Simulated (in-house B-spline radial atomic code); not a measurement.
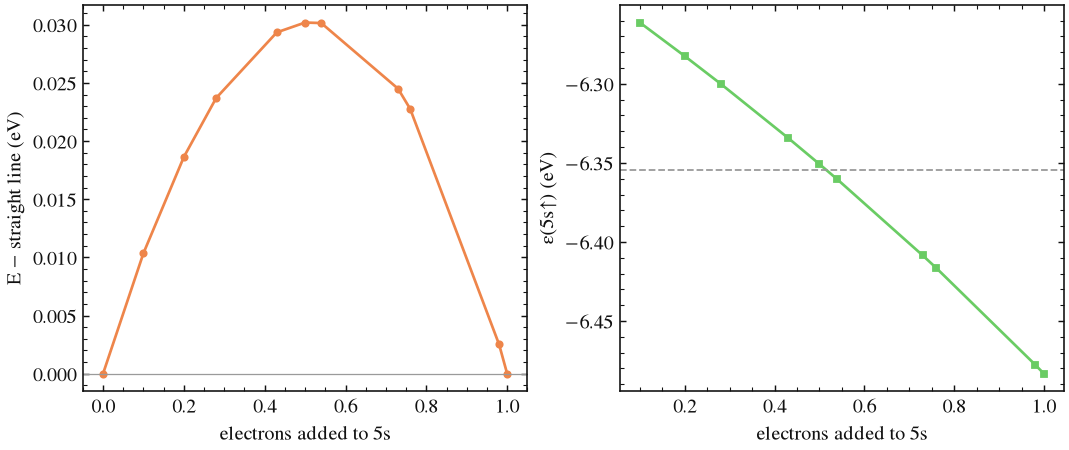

The calculation used an in-house B-spline radial code at this level: scalar-relativistic (spin-free one-electron X2C) Hartree-Fock (fractional occupations), spin-polarised, spherical fractional occupations, Fermi nucleus, basis-set limit. The occupation of the 5s shell is varied from Ag⁺ ([Kr] 4d10) to Ag ([Kr] 4d10 5s1 (high spin)), with spherical fractional occupations. The plot shows the total energy less the straight line between the end points, and the eigenvalue of 5s↑ (the dashed line is minus the energy to take the whole electron out).

Describe the curve.

Answer. The curve is concave (above the straight line), with the largest deviation among the points computed, 0.03 eV, at 0.5. The end points differ by 6.35 eV, the energy to take the electron out. The eigenvalue, which is the slope of the energy (Janak's theorem), moves from −6.26 eV at 0.1 to −6.48 eV at 1; for a straight line it would stay constant, and a parabola would sag by an eighth of this change, scaled to a whole electron, 0.03 eV. Concavity is the localisation error: fractional charges are too high in energy. Exact exchange at spherical fractional occupations leaves self-interaction in partly filled shells, which adds to the curvature.
